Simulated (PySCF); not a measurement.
```xyz
15

C    -2.1700    0.7117   -0.3090
C    -1.3307    0.7547    0.9174
C    -0.1334    0.1947    1.0673
Si    0.8120   -0.7973   -0.2088
C     1.0679    0.1688   -1.7922
N     1.2158    0.7693   -2.7568
C     2.5983   -1.0874    0.4471
O     2.9356   -0.8380    1.5749
H    -3.1211    0.2257   -0.0904
H    -2.3925    1.7257   -0.6404
H    -1.6758    0.1785   -1.1172
H    -1.7709    1.3040    1.7429
H     0.3667    0.3067    2.0230
H     0.2542   -2.0921   -0.6191
H     3.3395   -1.5170   -0.2605
```

Geometry: GFN2-xTB.

Computed with PBE0/pcSseg-1, SCF density, gas phase, non-relativistic in PySCF 2.14.0.

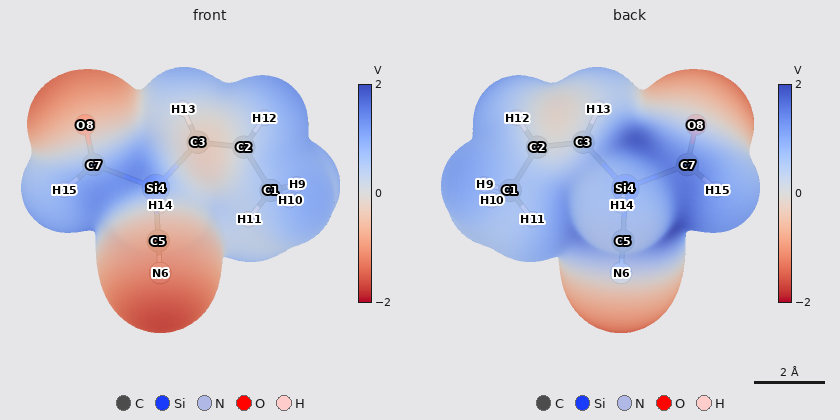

C5H7NOSi. The molecular electrostatic potential painted on the density surface at 0.002 e/bohr³, seen from the front and from behind; red is negative and blue positive.

Q: Where is the surface potential most negative and most positive?

A: The most negative region (about −1.7 V, or −39 kcal/mol for a unit charge) lies over N6, the most positive (about +1.8 V, or +42 kcal/mol for a unit charge) over Si4. N6 is the likeliest acceptor of a hydrogen bond.
